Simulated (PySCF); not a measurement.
**Geometry relaxation, with input and output: Al2Br6**

The run: geometry relaxation of Al2Br6. Method and program: PBE0-D3(BJ)/def2-SVP geometry optimisation, gas phase (PySCF 2.14.0).

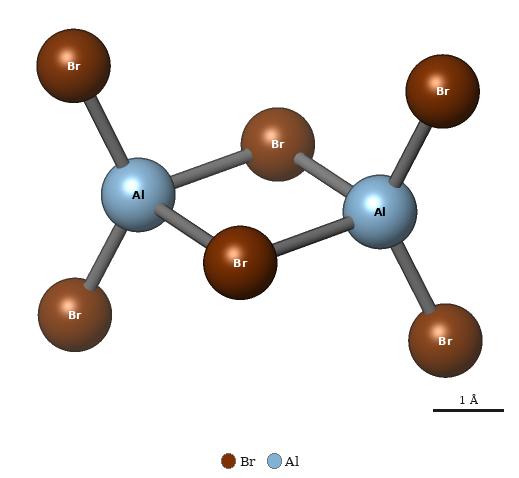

**Figure 1.** The structure as given in the input (ball-and-stick view, seen at a tilt). Sticks mark near contacts. Bond lengths as drawn: Al–Br 2.24 to 2.48 Å.

## Results in brief

- outcome: converged
- total energy: −15926.236247 hartree
- dipole moment: 0.03 D
- point group: C2v
- hardware: 1 CPU thread, shared host
- wall time: 16 min
- peak memory: 1.9 GiB

## Input file
```
{"job": {"xc": "PBE0", "basis": "def2-SVP", "d3": "d3bj", "grid": 1, "kind": "geom"}, "charge": 0, "multiplicity": 1}
Br     1.784563     2.790315    -0.189680
Al     1.638146     0.605752     0.274463
Br     3.224398    -0.935129     0.618214
Br    -0.021754     0.359487     2.093436
Al    -1.636594    -0.603500     0.479588
Br    -1.792416    -2.788343     0.939184
Br    -3.213769     0.945788     0.132383
Br     0.026484    -0.364959    -1.337319
```

The first line tells a small driver script what to run in PySCF; the rest is the geometry in Å.

## Log
```
step   0  E = -15926.23251446  max force = 0.013663
step   1  E = -15926.23625083  max force = 0.001164
step   2  E = -15926.23627118  max force = 0.001009
step   3  E = -15926.23622197  max force = 0.000380
step   4  E = -15926.23619073  max force = 0.000575
step   5  E = -15926.23620830  max force = 0.000442
step   6  E = -15926.23621410  max force = 0.000360
step   7  E = -15926.23622232  max force = 0.000343
step   8  E = -15926.23623104  max force = 0.000278
step   9  E = -15926.23624204  max force = 0.000261
step  10  E = -15926.23624529  max force = 0.000353
step  11  E = -15926.23624878  max force = 0.000253
step  12  E = -15926.23624727  max force = 0.000250
optimisation converged
```

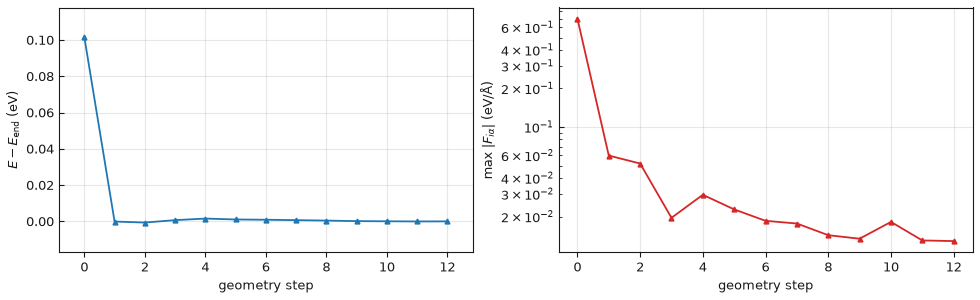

**Figure 2.** Progress of the relaxation, step by step (steps are counted from 0).

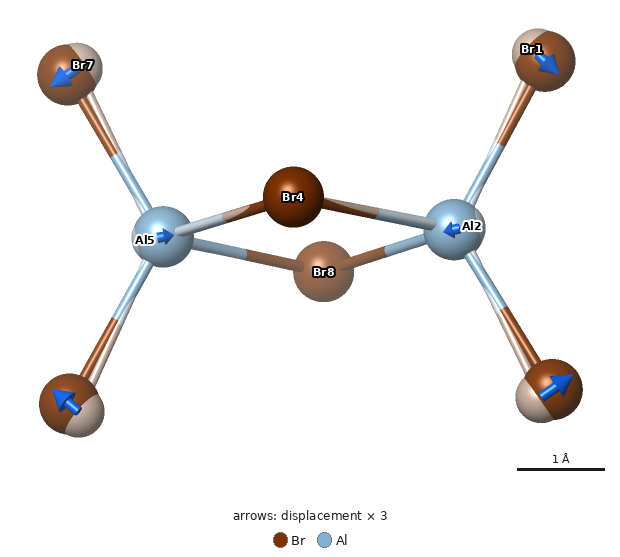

**Figure 3.** Start (faint) and end (solid) with the displacements as blue arrows, magnified 3 times (ball-and-stick view, seen at a tilt). The two geometries are laid on each other by the best rigid fit. Over 12 geometry steps the energy falls by 0.102 eV. The largest force component goes from 0.7 to 0.013 eV/Å. The atom that moves furthest after the best rigid fit is Br3 (0.15 Å). Largest moves by element: Br 0.15 Å, Al 0.07 Å. Distances before and after: Al2–Br8 2.477 → 2.438 Å, Al2–Br4 2.475 → 2.439 Å. Among the angles that change: Br1–Al2–Br3 131.1° → 121.4°, Br6–Al5–Br7 131.2° → 121.6°, Br4–Al5–Br7 106.9° → 110.0°. (Atoms are counted from 1 in the order of the input.)
